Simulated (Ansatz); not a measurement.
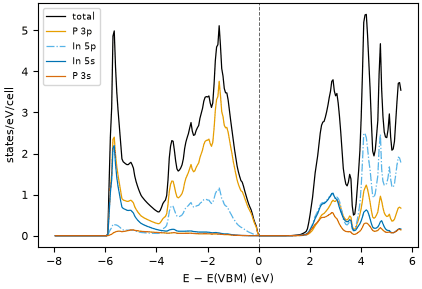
Figure: Total and projected density of states of InP (wurtzite, P6_3mc), plane-wave PAW r²SCAN (Ansatz code)

Problem. Which orbitals carry the states next to the gap?

Solution. Top 1 eV of the valence band: P 3p 82 %, In 5p 15 %. Bottom 1 eV of the conduction band: In 5s 32 %, In 5p 25 %, P 3s 23 %, P 3p 15 %, outside the projected shells 6 %. Projections are on Löwdin-orthogonalised atomic valence shells; empty p or d shells of many metals are not among them.

Problem. Where is the tallest occupied peak in this window, and what makes it?

Solution. Near -1.5 eV, about 5.1 states/eV per cell; the largest projected share is P 3p.

The workflow started from a Materials Project entry (that database holds measured and hypothetical structures alike); the Crystallography Open Database copy checked does not list it. It is not the phase usual at ambient conditions (space group No. 216). Symmetry was held in the r²SCAN relaxation; whether a distortion lowers the energy is not shown. Spin–orbit coupling is left out wherever it is not named.

Potentials: the later of the program's two PAW sets.
